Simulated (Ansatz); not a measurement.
System: C₄H₇FO₂Si (SMILES C=CCC(=O)O[SiH2]F).

```yaml
atoms:
  - { symbol: C, position_ang: [-0.5812, -0.0301, -2.0073] }
  - { symbol: C, position_ang: [-0.2348, 1.1505, -1.4920] }
  - { symbol: C, position_ang: [0.3096, 1.3433, -0.1077] }
  - { symbol: C, position_ang: [-0.3604, 2.4632, 0.6541] }
  - { symbol: F, position_ang: [-0.0408, 3.4898, 4.3587] }
  - { symbol: O, position_ang: [-1.1236, 3.2785, 0.1884] }
  - { symbol: O, position_ang: [-0.0038, 2.5011, 1.9517] }
  - { symbol: Si, position_ang: [-0.6822, 3.7531, 2.8961] }
  - { symbol: H, position_ang: [-0.4987, -0.9566, -1.4291] }
  - { symbol: H, position_ang: [-0.9612, -0.1157, -3.0286] }
  - { symbol: H, position_ang: [-0.3429, 2.0618, -2.0895] }
  - { symbol: H, position_ang: [0.2510, 0.4243, 0.4965] }
  - { symbol: H, position_ang: [1.3849, 1.6069, -0.1387] }
  - { symbol: H, position_ang: [-0.2164, 5.0702, 2.4185] }
  - { symbol: H, position_ang: [-2.1458, 3.5894, 2.9968] }
```

Geometry: B3LYP-D3(BJ)/def2-SVP.

Computed with Ansatz, isolated molecule in a Gaussian basis; Kohn-Sham density functional theory, functional PBE0.

What can the converged electron density and electron localisation function tell about the bonding?

Answer. C–O (1.21 Å): ρ is about 3.3 e/Å³ halfway; the ELF peaks at about 0.85 between the atoms; a short, multiple covalent bond.
Si–F (1.62 Å): ρ is about 1 e/Å³ halfway; the ELF peaks at about 0.85 in the valence shell of F, 0.6 Å from its nucleus, and is about 0.50 at the midpoint.
Si–O (1.71 Å): the density is about 1 e/Å³ at the midpoint; the ELF peaks at about 0.90 between the atoms; a polar covalent bond.
C–O (1.35 Å): ρ at the midpoint is about 2.4 e/Å³, with its minimum of 2 e/Å³ about 0.5 Å from C; the ELF peaks at about 0.90 between the atoms: a shared but strongly polarised pair.

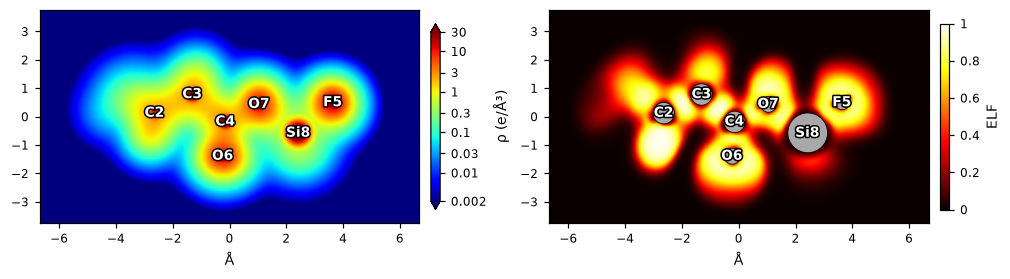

Computed electron density and electron localisation function on the plane of atoms C4, O7 and Si8, in this order. Grey discs cover the atomic cores in the ELF map. 
